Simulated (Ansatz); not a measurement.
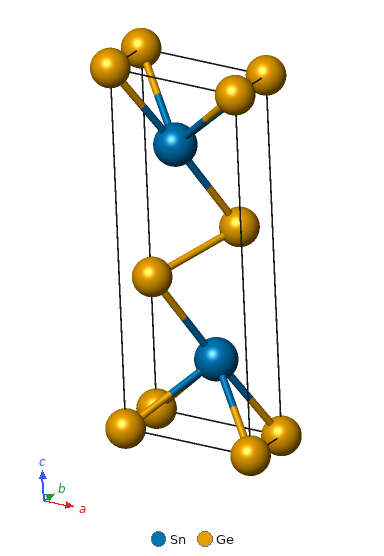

Ball-and-stick representation of a periodic structure, projected slightly off an axis. Atoms at the boundary of the cell (the run's own, in a reduced setting) (the box) are drawn once for each face, edge or corner they touch.

```yaml
crystal:
  lattice:
    - [0.00000, -3.42162, 0.00000]
    - [3.42162, 0.00000, 0.00000]
    - [-1.71081, 1.71081, 9.68124]
  atoms:
    - { symbol: Sn, position: [0.39776, 0.39776, 0.79551] }
    - { symbol: Sn, position: [0.60224, 0.60224, 0.20449] }
    - { symbol: Ge, position: [0.00000, 0.00000, 0.00000] }
    - { symbol: Ge, position: [0.78763, 0.78763, 0.57527] }
    - { symbol: Ge, position: [0.21237, 0.21237, 0.42473] }
```

The calculation: DFT PBE, scalar-relativistic, plane waves, PAW in Ansatz, with a basis cut at 420 eV, k-points about 0.16 Å⁻¹ apart, Gaussian smearing of 0.1 eV, no spin polarisation.

Question: How charged are the atoms, by the Bader scheme?

Answer: Sn +0.20 e; Ge -0.20 to -0.10 e. Little charge moves, as in a metallic or covalent solid.

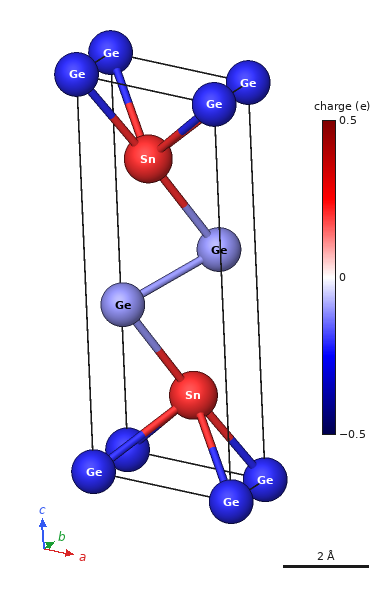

The atoms coloured by those charges.

Its origin is a structure type filled with these elements by a generator (whether the compound takes this form wasn't checked). Earlier steps of the study may have refined or changed the cell and positions. It went into a calculation with Ansatz.
